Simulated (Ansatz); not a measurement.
# GeH₅P···HBr: what the fields show

Input file:

```
crystal:
  periodic: [false, false, false]
  atoms:
    - {symbol: Ge, position_ang: [-1.421196, -0.704615, -0.074640]}
    - {symbol: Br, position_ang: [2.464342, 3.007254, -1.112524]}
    - {symbol: H, position_ang: [-1.818961, -1.981785, 0.679770]}
    - {symbol: H, position_ang: [-2.324261, 0.459614, 0.353402]}
    - {symbol: H, position_ang: [-1.542820, -0.930090, -1.587447]}
    - {symbol: H, position_ang: [1.842521, 1.830745, -0.545302]}
    - {symbol: P, position_ang: [0.772464, -0.085959, 0.364513]}
    - {symbol: H, position_ang: [0.690981, -0.226949, 1.772274]}
    - {symbol: H, position_ang: [1.336928, -1.368215, 0.149954]}
basis:
  gaussian: {orbitals: def2-TZVPP}
hamiltonian: {xc: pbe0, dispersion: d4}
output: {orbitals: {seedname: orbitals}}
```

Launched as:

```sh
ansatz run in.yaml --threads 8 --pin off --events-out ev --progress --plain --max-ram 19148MiB
```

The product side of a reaction path; geometry: PBE0-D4/def2-TZVP; a saddle point, not a minimum.

All numbers below come from RKS PBE0-D4/def2-TZVPP (Ansatz).

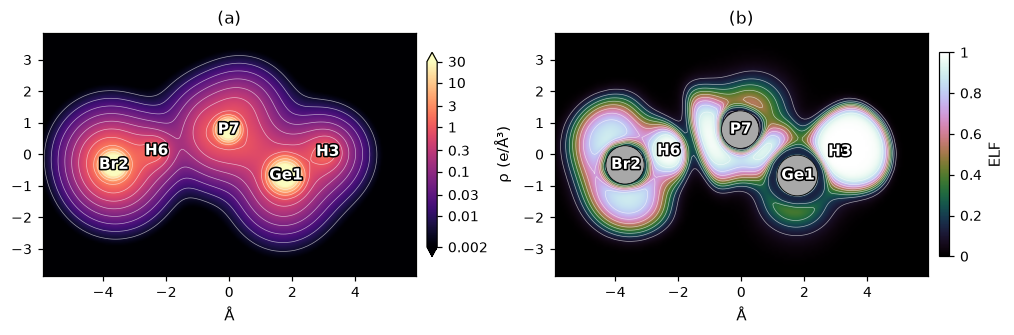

Figure 1. (a) electron density; (b) ELF on the plane of atoms H3, Ge1 and P7. Grey discs cover the atomic cores in the ELF map.

Question: What does the map show?

Answer: Atoms in the plane: Ge, Br, H and P.
P7···H6 (2.38 Å): the density falls to about 0.17 e/Å³ on the way; the ELF dips to about 0.25 between them.
Ge–P (2.32 Å): ρ at the midpoint is about 0.67 e/Å³; the ELF peaks at about 0.95 between the atoms (localised, covalent bonding).
Br–H (1.45 Å): ρ at the midpoint is about 1.6 e/Å³; the ELF climbs to about 1 towards the hydrogen, as it does in any bond to H.
Ge–H (1.54 Å): ρ at the midpoint is about 1.1 e/Å³; the ELF climbs to about 1 towards the hydrogen.
The ELF also peaks beside Br2, away from the bonds: lone-pair regions.

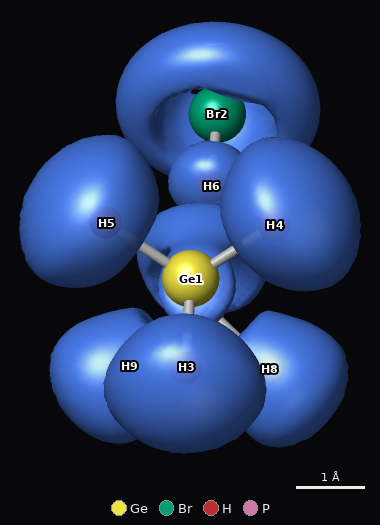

Figure 2. Isosurface of the ELF at 0.8 (blue), seen at an oblique angle. Only the valence region is drawn (cores and ρ < 0.01 e/Å³ removed).

Question: Describe the localisation domains.

Answer: At this value the surface marks out six regions around hydrogen nuclei, one region on P in which the atom's valence shell and bonds are merged and one ring or bowl of non-bonding electrons around Br.

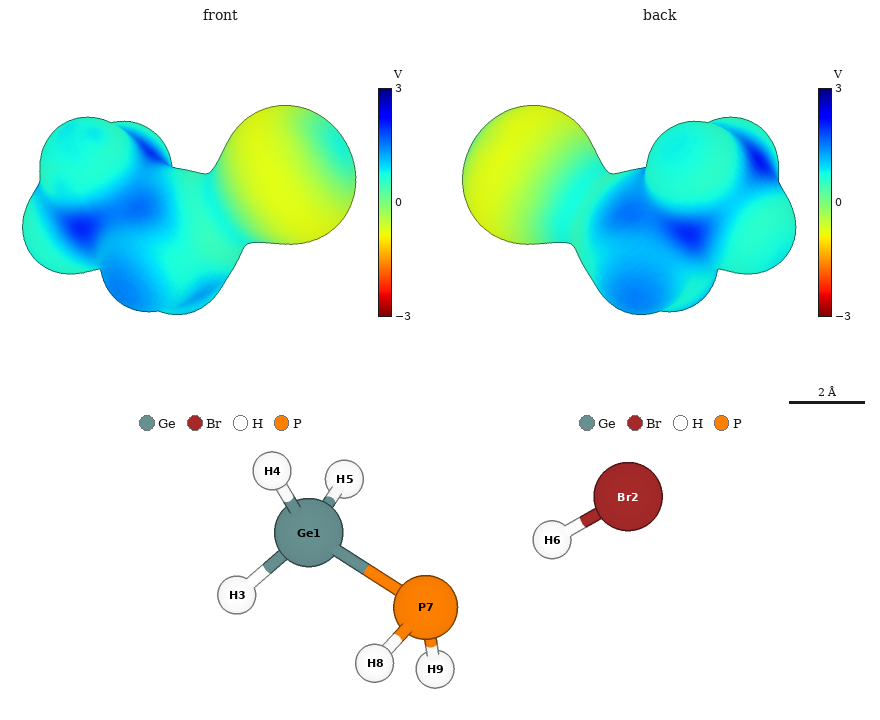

Figure 3. The molecular electrostatic potential painted on the density surface at 0.004 e/bohr³, seen from the front and from behind; red is negative and blue positive. The bare structure is drawn below in the same view.

Question: Which sites attract a positive test charge, and which a negative one?

Answer: A positive charge is drawn to the negative regions and a negative charge to the positive ones. The most negative region (about −0.8 V, or −18 kcal/mol for a unit charge) lies over Br2, the most positive (about +2.0 V, or +46 kcal/mol for a unit charge) over Ge1. Br2 shows a σ-hole: about +0.7 V, or +16 kcal/mol for a unit charge at the tip opposite its bond, against about −0.7 V, or −16 kcal/mol for a unit charge on its flanks.
